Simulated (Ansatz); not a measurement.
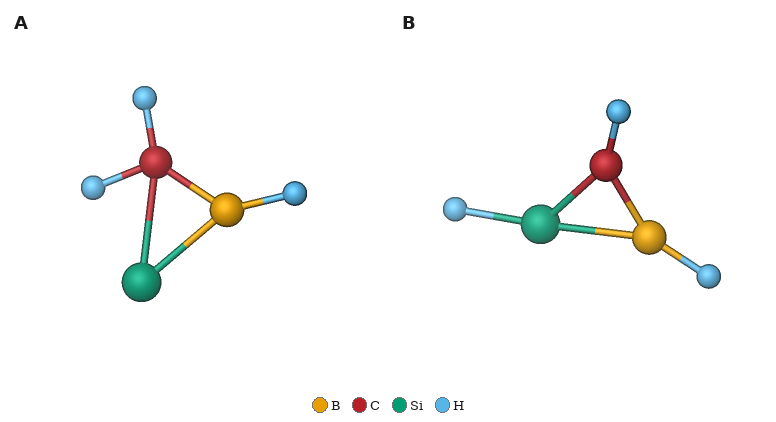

2 stationary structures of one formula. Geometries: PBE-D4/def2-SVP. Electronic energies: PBE-D4/def2-SVP (Ansatz 0.2.0), without zero-point energy. No frequency run is at hand to confirm each as a minimum.

Rank them by energy, lowest first.

B is lowest (Cs); A lies 0.031 eV above it (Cs).
